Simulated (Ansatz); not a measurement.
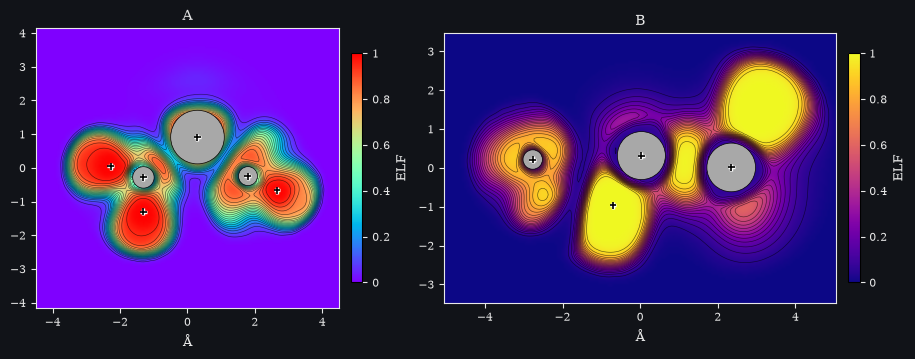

The ELF of 2 systems, each on a plane through atoms (crosses mark nuclei in the plane; grey discs cover the cores).

These are results of RKS PBE0-D4/def2-SVP (Ansatz 0.2.0), not measurements.

System 1: Cl₂H₃NOZr, the plane of atoms Zr1, N5 and H6. Core potentials replace the inner electrons of Zr.

```xyz
8

Zr   -0.1379   -0.0255   -0.0432
O    -0.2414    0.0881    1.8449
H    -0.1933   -0.0235    2.7952
Cl    2.0991   -0.0737   -0.8246
N    -1.0211    1.6346   -0.7304
H    -1.1260    1.8643   -1.7180
H    -1.4344    2.3811   -0.1758
Cl   -1.2872   -1.9074   -0.9104
```

System 2: Cl₂H₄Si₂···HF, the plane of atoms H2, Si1 and Si4. Not at a stationary point (largest force 0.6 eV/Å).

```xyz
10

Si   -0.0438    0.0735   -0.0531
H    -0.1801   -0.1026    1.4025
Cl    1.9447    0.3620   -0.5269
Si   -1.1623    1.9734   -0.8206
H    -2.6380    1.7504   -0.7664
H    -0.8045    3.1417    0.0404
H    -0.7385    2.2363   -2.2273
Cl   -0.8585   -1.5237   -1.0666
F     1.1623   -2.0642    1.2939
H     0.9743   -1.4560    1.9603
```

**Which map belongs to which system?**

Panel A is system 1, Cl₂H₃NOZr: the plane holds Zr, O, H and N. Zr–O (1.89 Å): the ELF peaks at about 0.85 in the valence shell of O, 0.5 Å from its nucleus, and drops to about 0.20 between the two atoms. Panel B is system 2, Cl₂H₄Si₂···HF: the plane holds Si, H and F. Si1···F9 (2.80 Å): the ELF dips to about 0.05 between them.
